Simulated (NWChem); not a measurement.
# CC2/cc-pVDZ run of [GeH3]− (SMILES [GeH3-])

Aim: the vertical singlet–triplet gap of [GeH3]− at CC2/cc-pVDZ, from 2 runs. Input form: an ASE script.

Program for the calculation: NWChem 7.3.0.

2 further runs of the same task are left out: 2 set aside as unsound or not needed.

### Step 1. The molecule

[GeH3]−: 4 atoms, total charge -1, spin state singlet. As SMILES, `[GeH3-]`. Geometry: a GFN2-xTB relaxation, a rough one for these elements and not checked as a minimum.

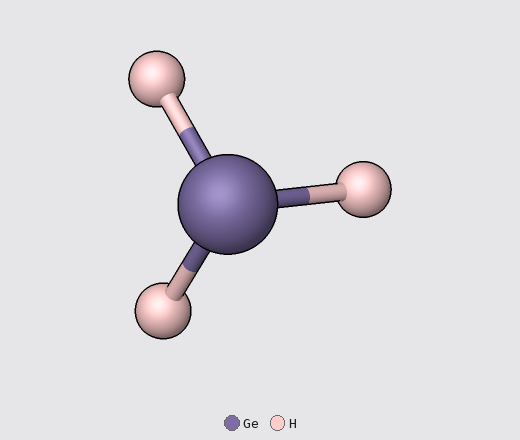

The structure, seen from a chosen angle (germanium purple, hydrogen pink).

### Step 2. The energy at CC2/cc-pVDZ

m1.xyz reads:

```xyz
4
GeH3
Ge     0.468920    -0.274960    -0.542070
H      0.935040     0.154290     1.089240
H     -0.940860    -1.090590     0.102250
H     -0.463100     1.211260    -0.649430
```

run.py reads:

```python
from ase.io import read
from ase.calculators.nwchem import NWChem

molecule = read('m1.xyz')

calc = NWChem(
    label='m1',
    theory='tce',
    memory='2200 mb',
    basis='cc-pVDZ',
    basispar='spherical bse',
    charge=-1,
    scf={'nopen': '0', 'rhf': None, 'maxiter': '60', 'print': 'low'},
    tce={'scf': None, 'cc2': None, 'freeze': 'core 9', 'maxiter': '100'},
    task='energy',
)
molecule.calc = calc

print(f"energy = {molecule.get_potential_energy():.6f} eV")
```

Started as:

```sh
export ASE_NWCHEM_COMMAND="nwchem PREFIX.nwi > PREFIX.nwo"
python run.py
```

The program printed:

```text
energy = -56522.585429 eV
```

The calculator wrote m1.nwi:

```
title "m1"

permanent_dir m1

scratch_dir m1

start m1

geometry units angstrom nocenter noautosym noautoz
  Ge 4.6892000000000000e-01 -2.7495999999999998e-01 -5.4207000000000005e-01
  H  9.3503999999999998e-01 1.5429000000000001e-01 1.0892400000000000e+00
  H  -9.4086000000000003e-01 -1.0905899999999999e+00 1.0224999999999999e-01
  H  -4.6310000000000001e-01 1.2112600000000000e+00 -6.4942999999999995e-01
end

charge -1

memory 2200 mb

basis spherical bse noprint
   * library cc-pVDZ
end

scf
  nopen 0
  rhf
  maxiter 60
  print low
end
tce
  scf
  cc2
  freeze core 9
  maxiter 100
end

task tce energy
```

m1.nwo:

```text
Northwest Computational Chemistry Package (NWChem) 7.3.0
             --------------------------------------------------------

           Job information
           ---------------

    nwchem branch   = 7.3.0
    use scalapack   = T
    input           = m1.nwi
    prefix          = m1.
    data base       = m1/m1.db
    status          = startup
    nproc           =        1

           Memory information
           ------------------

    heap     =     72089598 doubles =      550.0 Mbytes
    stack    =     72089595 doubles =      550.0 Mbytes
    global   =    144179200 doubles =     1100.0 Mbytes (distinct from heap & stack)
    total    =    288358393 doubles =     2200.0 Mbytes
    verify   = yes
    hardfail = no

           Directory information
           ---------------------

  0 permanent = m1
  0 scratch   = m1

                                NWChem Input Module
                                -------------------

                                        m1
                                        --

 Scaling coordinates for geometry "geometry" by  1.889725989
 (inverse scale =  0.529177249)

                             Geometry "geometry" -> ""
                             -------------------------

 Output coordinates in angstroms (scale by  1.889725989 to convert to a.u.)

  No.       Tag          Charge          X              Y              Z
 ---- ---------------- ---------- -------------- -------------- --------------
    1 Ge                  32.0000     0.46892000    -0.27496000    -0.54207000
    2 H                    1.0000     0.93504000     0.15429000     1.08924000
    3 H                    1.0000    -0.94086000    -1.09059000     0.10225000
    4 H                    1.0000    -0.46310000     1.21126000    -0.64943000

      Atomic Mass
      -----------

      Ge                73.921900
      H                  1.007825

[... 2 lines left out ...]
            Nuclear Dipole moment (a.u.)
[... 35 lines left out ...]
       Final RHF  results
[... 2 lines left out ...]
         Total SCF energy =  -2077.031433980277
      One-electron energy =  -2964.005372747593
      Two-electron energy =    857.351222132895
 Nuclear repulsion energy =     29.622716634422
[... 83 lines left out ...]
 Block   Spin    Irrep     Size     Offset   Alpha
 -------------------------------------------------
   1    alpha     a      9 doubles       0       1
   2    beta      a      9 doubles       9       1
   3    alpha     a     24 doubles      18       3
   4    beta      a     24 doubles      42       3

 Global array virtual files algorithm will be used

 Parallel file system coherency ......... OK

 Fock matrix recomputed
 1-e file size   =             1089
 1-e file name   = m1/m1.f1

 tce_ao2e: fast2e=1
 half-transformed integrals in memory

 2-e (intermediate) file size =         5000940
 2-e (intermediate) file name = m1/m1.v2i

 tce_mo2e: fast2e=1
 2-e integrals stored in memory

 2-e file size   =          1948050
 2-e file name   = m1/m1.v2
 T1-number-of-tasks                    1

 t1 file size   =              216
 t1 file name   = m1/m1.t1
 t1 file handle =       -999
 T2-number-of-boxes                    2

 t2 file size   =            93312
 t2 file name   = m1/m1.t2
 t2 file handle =       -996

 CCSD iterations
 -----------------------------------------------------------------
 Iter          Residuum       Correlation     Cpu    Wall    V2*C2
 -----------------------------------------------------------------
    1   0.0133748420992  -0.1332937599757     0.0     0.0     0.0
    2   0.0029303111827  -0.1347339043669     0.0     0.0     0.0
    3   0.0017806137939  -0.1350255659588     0.0     0.0     0.0
    4   0.0007588635364  -0.1351796223919     0.0     0.0     0.0
    5   0.0003954526854  -0.1352360150264     0.0     0.0     0.0
 MICROCYCLE DIIS UPDATE:                    5                    5
    6   0.0000356611298  -0.1352857130739     0.0     0.0     0.0
    7   0.0000208944629  -0.1352853699455     0.0     0.0     0.0
    8   0.0000070927675  -0.1352852985686     0.0     0.0     0.0
    9   0.0000038389584  -0.1352851990999     0.0     0.0     0.0
   10   0.0000018116920  -0.1352851241475     0.0     0.0     0.0
 MICROCYCLE DIIS UPDATE:                   10                    5
   11   0.0000002462936  -0.1352850387045     0.0     0.0     0.0
   12   0.0000001359608  -0.1352850554661     0.0     0.0     0.0
   13   0.0000000630033  -0.1352850640420     0.0     0.0     0.0
 -----------------------------------------------------------------
 Iterations converged
 CC2  correlation energy / hartree =        -0.135285064041995
 CC2  total energy / hartree       =     -2077.166719044318597

 Singles contributions

 Doubles contributions

 Task  times  cpu:       22.3s     wall:       22.3s
 Total times  cpu:       22.3s     wall:       22.3s
```

It took 23 s on 1 thread of INTEL XEON PLATINUM 8581C at 2.10GHz (Emerald Rapids), shared host; peak memory 0.15 GiB.

### Step 3. The triplet, same level

run.py reads:

```python
from ase import Atoms
from ase.calculators.nwchem import NWChem

mol = Atoms(['Ge', 'H', 'H', 'H'], positions=[
    [0.468920, -0.274960, -0.542070],
    [0.935040, 0.154290, 1.089240],
    [-0.940860, -1.090590, 0.102250],
    [-0.463100, 1.211260, -0.649430],
])

calc = NWChem(
    label='geh3',
    theory='tce',
    memory='2200 mb',
    basis='cc-pVDZ',
    basispar='spherical bse',
    charge=-1,
    scf={'nopen': '2', 'uhf': None, 'maxiter': '80'},
    tce={'scf': None, 'cc2': None, 'freeze': 'core 9', 'maxiter': '100'},
    task='energy',
)
mol.calc = calc

print("Total energy (eV):", round(mol.get_potential_energy(), 6))
```

Started as:

```sh
export ASE_NWCHEM_COMMAND="nwchem PREFIX.nwi > PREFIX.nwo"
python run.py
```

The program printed:

```text
Total energy (eV): -56518.214833
```

The calculator wrote geh3.nwi:

```
title "geh3"

permanent_dir geh3

scratch_dir geh3

start geh3

geometry units angstrom nocenter noautosym noautoz
  Ge 4.6892000000000000e-01 -2.7495999999999998e-01 -5.4207000000000005e-01
  H  9.3503999999999998e-01 1.5429000000000001e-01 1.0892400000000000e+00
  H  -9.4086000000000003e-01 -1.0905899999999999e+00 1.0224999999999999e-01
  H  -4.6310000000000001e-01 1.2112600000000000e+00 -6.4942999999999995e-01
end

charge -1

memory 2200 mb

basis spherical bse noprint
   * library cc-pVDZ
end

scf
  nopen 2
  uhf
  maxiter 80
end
tce
  scf
  cc2
  freeze core 9
  maxiter 100
end

task tce energy
```

geh3.nwo:

```text
Northwest Computational Chemistry Package (NWChem) 7.3.0
             --------------------------------------------------------

           Job information
           ---------------

    nwchem branch   = 7.3.0
    use scalapack   = T
    input           = geh3.nwi
    prefix          = geh3.
    data base       = geh3/geh3.db
    status          = startup
    nproc           =        1

           Memory information
           ------------------

    heap     =     72089598 doubles =      550.0 Mbytes
    stack    =     72089595 doubles =      550.0 Mbytes
    global   =    144179200 doubles =     1100.0 Mbytes (distinct from heap & stack)
    total    =    288358393 doubles =     2200.0 Mbytes
    verify   = yes
    hardfail = no

           Directory information
           ---------------------

  0 permanent = geh3
  0 scratch   = geh3

                                NWChem Input Module
                                -------------------

                                       geh3
                                       ----

 Scaling coordinates for geometry "geometry" by  1.889725989
 (inverse scale =  0.529177249)

                             Geometry "geometry" -> ""
                             -------------------------

 Output coordinates in angstroms (scale by  1.889725989 to convert to a.u.)

  No.       Tag          Charge          X              Y              Z
 ---- ---------------- ---------- -------------- -------------- --------------
    1 Ge                  32.0000     0.46892000    -0.27496000    -0.54207000
    2 H                    1.0000     0.93504000     0.15429000     1.08924000
    3 H                    1.0000    -0.94086000    -1.09059000     0.10225000
    4 H                    1.0000    -0.46310000     1.21126000    -0.64943000

      Atomic Mass
      -----------

      Ge                73.921900
      H                  1.007825

[... 2 lines left out ...]
            Nuclear Dipole moment (a.u.)
[... 59 lines left out ...]
         Quadratically convergent UHF
[... 1 line left out ...]
 Convergence threshold     :          1.000E-04
[... 10 lines left out ...]
  ga_iter_lsolve: convergence stagnant ... aborting solve
[... 1 line left out ...]
  ga_iter_lsolve: convergence stagnant ... aborting solve
[... 9 lines left out ...]
       Final UHF  results
[... 2 lines left out ...]
         Total SCF energy =  -2076.887336931885
      One electron energy =  -2962.887240480955
      Two electron energy =    856.377186914648
 Nuclear repulsion energy =     29.622716634422
[... 7 lines left out ...]
          Final alpha eigenvalues
[... 33 lines left out ...]
          Final beta eigenvalues
[... 33 lines left out ...]
                    UHF Final Alpha Molecular Orbital Analysis
[... 170 lines left out ...]
                     UHF Final Beta Molecular Orbital Analysis
[... 362 lines left out ...]
    8   0.0000695950389  -0.1187650583963     0.0     0.0     0.0
    9   0.0000582253718  -0.1187650799561     0.0     0.0     0.0
   10   0.0000495666078  -0.1187651171070     0.0     0.0     0.0
 MICROCYCLE DIIS UPDATE:                   10                    5
   11   0.0000073841357  -0.1187650686708     0.0     0.0     0.0
   12   0.0000038171255  -0.1187656018248     0.0     0.0     0.0
   13   0.0000030195875  -0.1187656517102     0.0     0.0     0.0
   14   0.0000024665761  -0.1187656780393     0.0     0.0     0.0
   15   0.0000021251214  -0.1187656837703     0.0     0.0     0.0
 MICROCYCLE DIIS UPDATE:                   15                    5
   16   0.0000013481280  -0.1187656833889     0.0     0.0     0.0
   17   0.0000012139996  -0.1187656699618     0.0     0.0     0.0
   18   0.0000011559111  -0.1187656821286     0.0     0.0     0.0
   19   0.0000011128154  -0.1187656854372     0.0     0.0     0.0
   20   0.0000010729855  -0.1187656870025     0.0     0.0     0.0
 MICROCYCLE DIIS UPDATE:                   20                    5
   21   0.0000005027026  -0.1187656658020     0.0     0.0     0.0
   22   0.0000003732495  -0.1187656888063     0.0     0.0     0.0
   23   0.0000003244877  -0.1187656906269     0.0     0.0     0.0
   24   0.0000002897285  -0.1187656911940     0.0     0.0     0.0
   25   0.0000002643804  -0.1187656910442     0.0     0.0     0.0
 MICROCYCLE DIIS UPDATE:                   25                    5
   26   0.0000001799168  -0.1187656910189     0.0     0.0     0.0
   27   0.0000001551903  -0.1187656893882     0.0     0.0     0.0
   28   0.0000001469539  -0.1187656897145     0.0     0.0     0.0
   29   0.0000001401072  -0.1187656898073     0.0     0.0     0.0
   30   0.0000001343646  -0.1187656898322     0.0     0.0     0.0
 MICROCYCLE DIIS UPDATE:                   30                    5
   31   0.0000000716200  -0.1187656867360     0.0     0.0     0.0
 -----------------------------------------------------------------
 Iterations converged
 CC2  correlation energy / hartree =        -0.118765686736016
 CC2  total energy / hartree       =     -2077.006102618621298

 Singles contributions

 Doubles contributions

 Task  times  cpu:       73.9s     wall:       73.9s
 Total times  cpu:       74.0s     wall:       74.0s
```

It took 75 s on 1 thread of INTEL XEON PLATINUM 8581C at 2.10GHz (Emerald Rapids), shared host; peak memory 0.16 GiB.

### Step 4. Outcome

At CC2/cc-pVDZ, 9 core orbitals frozen:

| quantity | value |
| --- | --- |
| singlet: ground-state or mean-field energy | -2077.16672 Eh |
| singlet: correlation energy (9 core orbitals frozen) | -135.3 mEh |
| triplet: ground-state or mean-field energy | -2077.00610 Eh |
| triplet: HOMO energy (Hartree–Fock orbitals) (highest over α and β) | 1.83 eV |
| triplet: LUMO energy (Hartree–Fock orbitals) (lowest over α and β) | 5.84 eV |
| triplet: correlation energy (9 core orbitals frozen) | -118.8 mEh |
| triplet: ⟨S²⟩ of the reference determinant | 2.024 |
| vertical energy of the triplet above the singlet | 4.371 eV |

**Reading.** At this shape the triplet lies 4.37 eV (422 kJ/mol) above the singlet. For an anion a state so high probably lies above electron detachment. The HOMO (triplet) lies at positive energy, 1.83 eV: the electron is unbound at this level or held by a compact basis; values depend on the basis.
